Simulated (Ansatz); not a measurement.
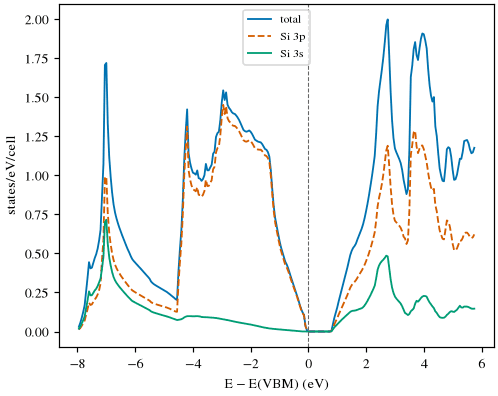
Figure: Total and projected density of states of Si (diamond, space group No. 227), r²SCAN in the plane-wave PAW code Ansatz

Question: Which orbitals carry the states next to the gap?

Answer: Top 1 eV of the valence band: Si 3p 96 %. Bottom 1 eV of the conduction band: Si 3p 57 %, Si 3s 26 %, outside the projected shells 17 %. Projections are on Löwdin-orthogonalised atomic valence shells; empty p or d shells of many metals are not among them.

Question: Where is the tallest occupied peak in this window, and what makes it?

Answer: Near -7.0 eV, about 1.7 states/eV per cell; the largest projected share is Si 3p.

Space group Fd-3m (diamond). The cell was relaxed with r²SCAN under the symmetry of its start; phonons on a q-mesh show no instability.

Potentials: the earlier of the program's two PAW sets.
